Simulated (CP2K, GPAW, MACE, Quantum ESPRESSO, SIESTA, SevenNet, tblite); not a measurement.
# Amorphous SnO2 (72 atoms) in GPAW

Wanted: GPAW inputs and outputs for amorphous SnO2 (72 atoms), checked against a plane-wave reference.

Method: the method is named at each step, in GPAW 26.7.0.

**1. Starting point**

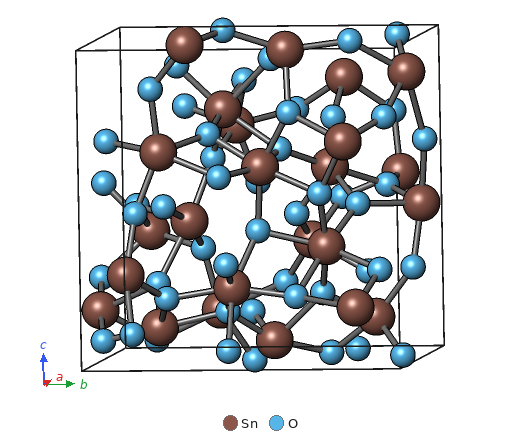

Start, viewed slightly off an axis; tin brown, oxygen blue. Bonds to atoms that aren't drawn are left out. Some periodic images of atoms are drawn too.

The cell holds 72 atoms: 24 Sn and 48 O. Its edges and angles: a = 9.851 Å, b = 9.851 Å, c = 9.851 Å, α = 90.0°, β = 90.0°, γ = 90.0°. 72 atoms (24 Sn, 48 O) placed at random at 6.03 g/cm³, melted at 5000 K for 10 ps at fixed volume with the Morse and Coulomb pair potential with partial charges (Pedone, Malavasi, Menziani, Cormack and Segre, J. Phys. Chem. B 110, 11780 (2006)). Quenched from 5000 K to 300 K at 50 K/ps and fixed volume, held 10 ps at zero pressure, then minimised at fixed cell. Then every atom was moved at random, 0.02 Å r.m.s. a Cartesian component.

The yardstick, on the same geometry:

```
method                 : Kohn-Sham DFT, PBE, SSSP efficiency 1.3.0 pseudopotentials, plane waves (Quantum ESPRESSO 7.5); sssp-pbe-1.3.0-efficiency, cutoffs 60/480 Ry, Γ point
r.m.s. force component : 0.686 eV/Å
longest force          : 2.588 eV/Å
pressure               : 8.505 GPa
time                   : 5.6 min on 2 MPI ranks of Arm Neoverse V1, shared host
CPU time               : 11 min
```

**2. PBE, LCAO dzp, h 0.18 Å**

Method: Kohn-Sham DFT, PBE, PAW, atomic orbitals (dzp).

Input file run.py:

```python
import numpy as np
from ase.io import read
from gpaw import GPAW, FermiDirac

atoms = read("structure.xyz")
atoms.calc = GPAW(
    mode="lcao",
    basis="dzp",
    h=0.18,
    xc="PBE",
    kpts={"size": (1, 1, 1), "gamma": True},
    occupations=FermiDirac(0.05),
    maxiter=200,
    symmetry={"point_group": False},
    txt="gpaw.txt",
)
energy = atoms.get_potential_energy(force_consistent=True)
forces = atoms.get_forces()
print(f"energy {energy:.6f} eV")
print("forces (eV/A)")
for i, (a, f) in enumerate(zip(atoms, forces)):
    print(f"{i:4d} {a.symbol:2s} {f[0]:10.5f} {f[1]:10.5f} {f[2]:10.5f}")
print(f"Fermi level {atoms.calc.get_fermi_level():.4f} eV")
for k in range(len(atoms.calc.get_ibz_k_points())):
    for s in range(atoms.calc.get_number_of_spins()):
        e = atoms.calc.get_eigenvalues(kpt=k, spin=s)
        n = np.searchsorted(e, atoms.calc.get_fermi_level())
        print(f"k {k} spin {s} levels about the Fermi level:", np.round(e[max(n - 6, 0):n], 4).tolist(), "|", np.round(e[n:n + 6], 4).tolist())
```

Input file structure.xyz:

```xyz
72
Lattice="9.85089 0.00000 0.00000 0.00000 9.85089 0.00000 0.00000 0.00000 9.85089" Properties=species:S:1:pos:R:3 pbc="T T T"
Sn 7.21666 6.63211 3.26636
Sn 0.47905 2.16749 4.26317
Sn 5.00258 1.75247 0.97386
Sn 7.61533 4.56953 5.68840
Sn 2.18522 6.89464 3.83860
Sn 4.85895 7.11599 5.88640
Sn 9.64816 2.01933 9.30486
Sn 2.04091 4.61869 7.39299
Sn 2.04642 0.33739 1.72952
Sn 5.72573 9.80361 4.68676
Sn 8.16599 0.27720 2.34697
Sn 9.65801 7.15854 1.19767
Sn 8.21712 5.32076 9.23915
Sn 9.76420 6.84095 6.29403
Sn 2.51710 7.92642 8.79714
Sn 3.63311 2.91537 4.33016
Sn 4.91284 8.45945 1.25412
Sn 2.02731 9.68874 5.90531
Sn 4.60854 5.34559 0.58150
Sn 1.16191 4.17353 1.77681
Sn 7.76260 9.12517 8.56978
Sn 8.00868 1.37499 6.13198
Sn 5.16315 3.79190 7.64311
Sn 7.42728 3.66502 2.00495
O 8.61736 5.33101 7.28395
O 5.66840 9.51665 2.71855
O 3.75654 0.16599 0.65962
O 3.56474 3.68207 6.26950
O 6.29748 9.06577 9.82183
O 3.56681 1.91836 2.41761
O 8.42576 7.29715 9.48493
O 6.90065 1.71701 1.71849
O 3.60503 4.68065 8.64967
O 8.79803 8.25830 7.11983
O 6.22369 5.14413 9.11818
O 3.92656 9.00421 5.39405
O 5.19053 1.89393 4.65839
O 0.87151 3.21218 8.06197
O 8.30745 3.39629 9.84212
O 8.39069 8.10324 2.45425
O 5.50054 3.78934 1.41183
O 6.53676 9.82390 6.58719
O 3.88854 7.37329 7.46875
O 0.39394 0.61509 2.85282
O 1.24801 8.38577 0.54574
O 8.51038 6.26221 4.80123
O 3.77447 6.21394 4.52589
O 5.07212 2.39849 8.99958
O 1.26712 7.98346 5.22609
O 2.34028 1.47872 4.90702
O 1.31480 2.17281 0.85929
O 6.83455 3.08490 6.76323
O 8.96500 0.33493 0.47432
O 1.32760 6.60601 7.91539
O 2.76111 8.53796 2.81302
O 7.69611 0.66168 4.27036
[... 12 atom lines left out ...]
O 6.19197 7.76762 4.64578
O 8.87624 3.09732 5.29003
O 3.79772 7.21016 0.25120
O 1.81778 3.58060 3.62897
```

Run with:

```console
$ OMP_NUM_THREADS=1 python run.py > output.txt
```

Log:

```text
energy -400.338528 eV
forces (eV/A)
   0 Sn   -0.98373   -0.67041    0.16951
   1 Sn   -0.22175    0.07921   -0.61329
   2 Sn   -0.25582    1.48059    0.40365
   3 Sn   -0.37044    1.54783   -0.44326
   4 Sn    0.08887    0.53442   -0.33481
   5 Sn   -0.87786   -0.93090    0.69287
   6 Sn    2.20763    1.27322    1.14528
   7 Sn   -0.76029    0.91121   -0.10402
   8 Sn   -0.15971   -0.03084    0.64115
   9 Sn   -1.72391    0.80636    0.21961
  10 Sn    0.37726   -0.30627   -0.53486
  11 Sn    1.35747   -0.12737   -0.51716
  12 Sn   -0.05446   -0.76663   -0.54144
  13 Sn    1.10641   -1.11344    0.90218
  14 Sn   -0.97067    0.11191   -0.86264
  15 Sn   -0.32578    0.52515   -0.88191
  16 Sn    0.12254   -0.70729    1.63577
  17 Sn    0.40424   -0.09605   -0.03972
  18 Sn    0.19194    0.25811   -0.59520
  19 Sn    0.48700    0.00144   -0.91136
  20 Sn    0.54201   -0.85286   -0.09141
  21 Sn    0.02436    0.24938    0.85827
  22 Sn    0.47910    0.98905   -0.11225
  23 Sn    0.40743   -0.39183    0.19744
[...]
64 O    -0.91852   -1.43932    0.30445
  65 O    -0.49035   -0.58569   -0.20853
  66 O    -0.48420    0.10695   -0.24140
  67 O     0.67350    1.22525   -0.80704
  68 O     1.59904    0.37116   -0.64793
  69 O     0.69184   -1.16628    0.08605
  70 O    -0.23711   -0.57229    0.06784
  71 O    -0.02427    0.67137    0.60559
Fermi level 5.3471 eV
k 0 spin 0 levels about the Fermi level: [4.9177, 4.9518, 5.0401, 5.0462, 5.1665, 5.2193] | [5.4549, 7.6928, 8.021, 8.2596, 8.3272, 8.4897]
```

gpaw.txt:

```text
Input parameters:
  mode=LCAO(),
  basis={'default': 'dzp'},
  h=0.18,
  kpts=MonkhorstPack(size=(1, 1, 1), gamma=True),
  maxiter=200,
  occupations=Occupations(name='fermi-dirac', width=0.05, fixmagmom=False),
  symmetry=Symmetry(point_group=False),
  xc=XC(name='PBE')
Unit cell  # Å
| periodic |        x |        y |        z |  lengths |    angles |
|----------|----------|----------|----------|----------|-----------|
|      yes | 9.850890 | 0.000000 | 0.000000 | 9.850890 | 90.000000 |
|      yes | 0.000000 | 9.850890 | 0.000000 | 9.850890 | 90.000000 |
|      yes | 0.000000 | 0.000000 | 9.850890 | 9.850890 | 90.000000 |
Number of symmetries: 1
Symmetry operations  # r_c * U_cc + t_c -> r_c
|   | kind |            matrix            |
|---|------|------------------------------|
| 0 |  E   |  1, 0, 0,  0, 1, 0,  0, 0, 1 |
BZ-sampling:
  Number of BZ points: 1
  Number of IBZ points: 1
  Monkhorst-Pack size: [1, 1, 1]
  Monkhorst-Pack shift: [0, 0, 0]
[... lines left out ...]
  Fermi-Dirac:
[... lines left out ...]
xc functional:
  name: PBE with 2 nearest neighbor stencil
interpolation: tri-quintic # 5. degree polynomial
Initialization done in: 9.862 s
convergence criteria:
- Maximum [total energy] change in last 3 cyles: 0.0005 eV / valence electron
- Maximum integral of absolute [dens]ity change: 0.0001 electrons / valence electron
- Maximum integral of absolute [eigenst]ate change: 4e-08 eV^2 / valence electron
maximum number of iterations: 200
SCF iterations
|iter     |      energy | eigst |  dens |
|---------|-------------|-------|-------|
|iter:   1| -455.644848 |      c|       |
|iter:   2| -441.576047 |      c| -0.95 |
|iter:   3| -401.119868 |      c| -1.00 |
|iter:   4| -402.508285 |      c| -1.60 |
|iter:   5| -400.445247 |      c| -1.79 |
|iter:   6| -401.081966 |      c| -1.99 |
|iter:   7| -400.396939 |      c| -2.18 |
|iter:   8| -400.377268 |      c| -2.76 |
|iter:   9| -400.329667c|      c| -2.87 |
|iter:  10| -400.317756c|      c| -3.08 |
|iter:  11| -400.308264c|      c| -3.28 |
|iter:  12| -400.304483c|      c| -3.42 |
|iter:  13| -400.303724c|      c| -3.71 |
|iter:  14| -400.300463c|      c| -3.78 |
|iter:  15| -400.300850c|      c| -4.32c|
Converged in 15 steps
SCF loop duration: 186.947 s (12.463 s/step)
Energy contributions relative to reference atoms: (reference = -4130217.549825)
Energy contributions:
  Kinetic:        1062.476358
  Coulomb:        -917.070794
  Zero:              8.046047
  External:          0.000000
  Xc:             -553.714783
  Entropy:          -0.075355
  Spinorbit:         0.000000
  ----------------------------
  Free energy:    -400.338528
  Extrapolated:   -400.300850
dipole moment: (27.729215, 35.287577, 29.977532)  # |e|*Ang
Fermi level: 5.347
Eigenvalues  # (at kpt = [0.000, 0.000, 0.000])
| band index |      eig [eV] | occ [0-2] |
|------------|---------------|-----------|
|          0 |       -16.847 |     2.000 |
|        ... |               |           |
|        304 |         4.882 |     2.000 |
|        305 |         4.889 |     2.000 |
[...]
|        319 |         8.755 |     0.000 |
|        ... |               |           |
|        378 |        14.969 |     0.000 |
Gap: 0.236 eV
Transition (v -> c):
  (s=0, k=0, n=311, [0.00, 0.00, 0.00]) -> (s=0, k=0, n=312, [0.00, 0.00, 0.00])
No difference between direct/indirect transitions
Force computation time: 29.709  # s
timing:  # [seconds]
  Total:  226.545  # ━━━━━━━━━━━━━━━━━━━━━━━━━━━━━━━━━━━━━━━━━━━━━━━━━━━━━━━━
  Init:     9.861  # ━━╸
  SCF:    186.947  # ━━━━━━━━━━━━━━━━━━━━━━━━━━━━━━━━━━━━━━━━━━━━━━
  Forces:  29.709  # ━━━━━━━╸
```

Wall time 3.8 min (1 thread of Arm Neoverse V1, shared host); peak memory 1.5 GiB.

Banners, paths, timers and routine set-up lines are dropped from the logs unmarked, and long logs keep their key lines alone; longer cuts are marked.

Numbers from this run, and their distance from the reference:

```
r.m.s. force component                           : 0.7611 eV/Å
r.m.s. difference of force components            : 127.4 meV/Å
longest difference of force vectors              : 607.4 meV/Å
force difference over r.m.s. force               : 18.57 %
slope of forces against the reference's          : 1.098
correlation of force components                  : 0.9899
gap (highest filled to lowest empty level) : 0.2356 eV
```

Length of the force difference by element (eV/Å):

```
element  atoms  mean  most
      O     48  0.20  0.46
     Sn     24  0.18  0.61
```

Levels nearest the highest filled one (eV from it): -0.30, -0.27, -0.18, -0.17, -0.05, 0.00, 0.24, 2.47, 2.80, 3.04, 3.11, 3.27.

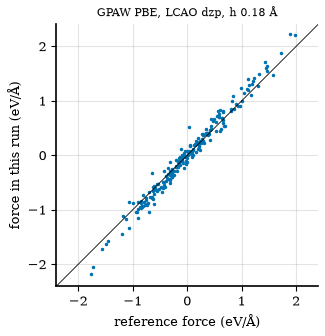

Force components against those of the reference; the line marks equality.

A closer look about Sn7, which bears the longest force: 9 atoms, nearest first, numbered in the order of the input, with positions taken from that point.

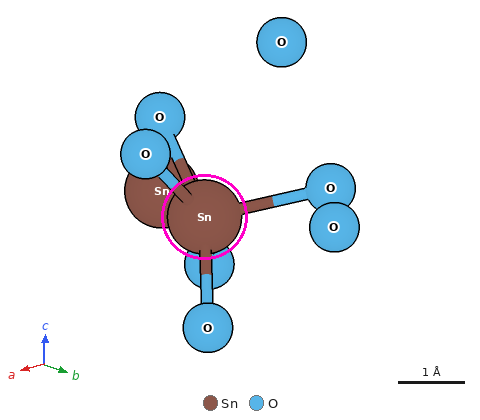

The atoms of the table, within 3.4 Å (arrows a, b, c point along x, y, z); some may hide others; the central atom is ringed.

```
atom      x      y      z  distance (Å)     Fx     Fy  Fz (eV/Å)
 Sn7   0.00   0.00   0.00          0.00   2.21   1.27       1.15
 O57  -1.11  -0.93  -1.27          1.93  -0.86  -0.34      -0.83
 O39  -1.34   1.38   0.54          2.00  -0.89  -0.21       0.48
 O38   1.07   1.19  -1.24          2.03  -0.64  -0.78      -0.14
 O51   1.52   0.15   1.41          2.07   0.39  -0.04      -0.73
 O53  -0.68  -1.68   1.02          2.08  -0.29  -1.15      -0.37
 O59  -0.32   1.20   3.10          3.34   0.39  -0.68       0.82
Sn21  -1.89  -2.75  -0.74          3.41   0.54  -0.85      -0.09
 O62   0.54   3.30   0.84          3.45   0.04   0.40      -0.89
```

Atoms are counted from 1 here, from 0 in the log.

Forces lie 19 % from the reference's, at 0.34 times its CPU time (on 1 against 2 cores).

**3. Summary of results**

```
force difference from the reference : GPAW PBE, LCAO dzp, h 0.18 Å, 19 %
its CPU time                        : 3.8 min
```

What this shows: The PBE run in local orbitals differs by 19 % (GPAW PBE, LCAO dzp, h 0.18 Å); basis, grid and potentials can all enter. One electronic-structure run takes under half the reference's CPU time: GPAW PBE, LCAO dzp, h 0.18 Å, at 19 % in 3.8 min against 11 min. The quench rate of 50 K/ps is many orders above laboratory rates, so the cell is likely richer in defects and strain than a real sample. The network of bonds at the start is that of the classical potential that made the cell, and needn't be the one that DFT or experiment would give. The electronic-structure runs sample only Γ, in a cell whose shortest periodic width is 10 Å.

[Also dropped from logs without a mark: logging warnings of Python, and SIESTA's first energy breakdown and zero terms.]

[Logs are printed without paths, hosts, clocks, repeated set-up lines and the standing remarks that a program may print on its own settings, such as how far it seeks lower states.]

[Hosts, paths, dates, database ids (printed as entryN), source tags and the programs' standing remarks are cut or masked in the printed files.]
